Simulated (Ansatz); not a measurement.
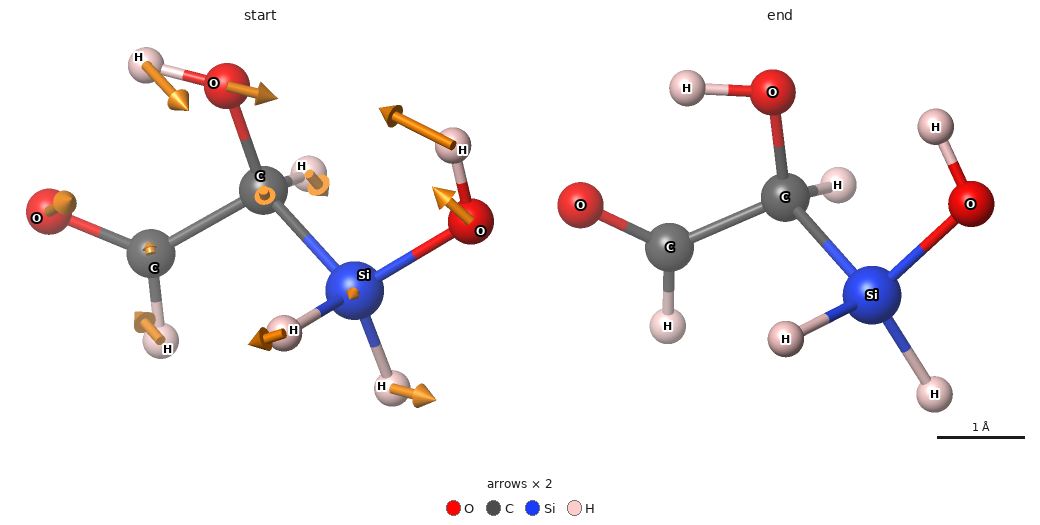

The structure of C2H6O3Si (coarse preliminary run) before (left) and after (right) a relaxation, at one scale. The orange arrows give the displacements, magnified 2 times.

Style: ball-and-stick. Shown at a tilt.

The start comes from a force field.

These are results of RKS PBE-D4/def2-SVP in Ansatz, not measurements. Settings: force threshold 0.03 eV/Å; at most 200 steps.

### Summarise the run.

Over 11 accepted moves (12 points after the start) the energy falls by 14.0 kcal/mol. The largest force component goes from 3.6 to 0.021 eV/Å. The line search rejected the trial step at point 11 of the run. The atom that moves furthest after the best rigid fit is an H atom (0.55 Å). Largest moves by element: H 0.55 Å, O 0.40 Å, C 0.15 Å, Si 0.07 Å. Some distances before and after: C–H 1.031 → 1.116 Å, C–C 1.548 → 1.489 Å, H–Si 1.443 → 1.499 Å, C–Si 1.895 → 1.945 Å. Bond angles that change, for instance: O–C–Si 114.9° → 102.5°, C–O–H 112.4° → 102.8°, C–Si–O 111.6° → 103.2°. Groups turn about C–O by about 25°.
